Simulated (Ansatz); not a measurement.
```xyz
8

O    -0.6790   -1.2695    0.6947
W    -0.0043    0.1955   -0.2119
Cl    1.6431    0.1460    1.4383
Cl   -1.6675    0.1435   -1.7674
Cl    1.0994    2.0054   -1.0716
Cl   -1.2792    1.6513    1.0286
Cl    1.2591   -1.1405   -1.5911
H    -0.3716   -1.7317    1.4805
```

Geometry: PBE0-D4/def2-TZVP; core potentials replace the inner electrons of W.

Theory: RKS PBE0-D4/def2-TZVPP (Ansatz 0.2.0).

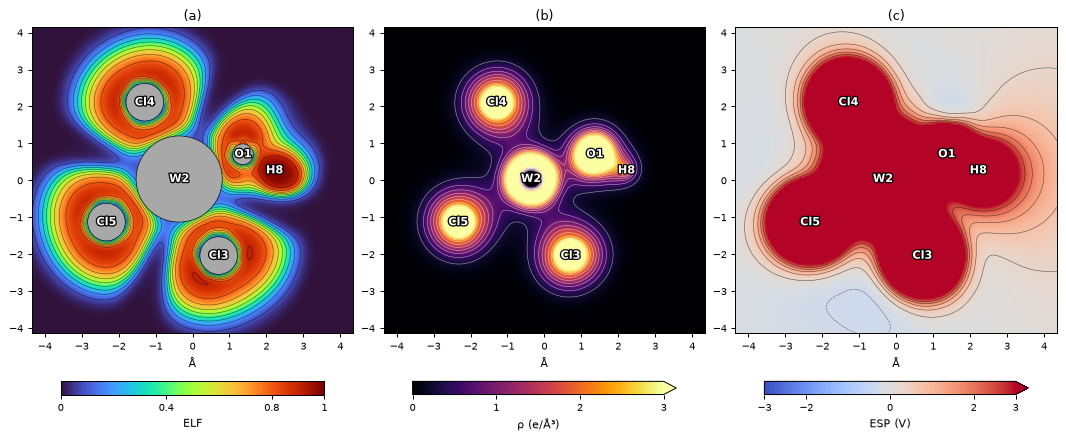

Cl$_{5}$HOW. (a) ELF; (b) electron density; (c) molecular electrostatic potential on the plane of atoms W2, O1 and H8. Grey discs cover the atomic cores in the ELF map.

### Read the bonding off the picture.

Atoms in the plane: O, W, Cl and H. W–O (1.85 Å): ρ is about 1.3 e/Å³ halfway; the ELF peaks at about 0.80 in the valence shell of O, 0.5 Å from its nucleus, and drops to about 0.30 between the two atoms. W–Cl (2.28 Å): the density is about 0.77 e/Å³ at the midpoint; the ELF peaks at about 0.80 in the valence shell of Cl, 0.8 Å from its nucleus, and is about 0.45 at the midpoint. O–H (0.96 Å): ρ is about 3.9 e/Å³ halfway; the ELF climbs to about 1 towards the hydrogen, as it does in any bond to H: a covalent bond by its length. W–Cl (2.33 Å): ρ at the midpoint is about 0.7 e/Å³; the ELF peaks at about 0.85 in the valence shell of Cl, 0.8 Å from its nucleus, and is about 0.45 at the midpoint. Outside the dense part of the molecule the potential is most negative (−0.3 V) near Cl3.
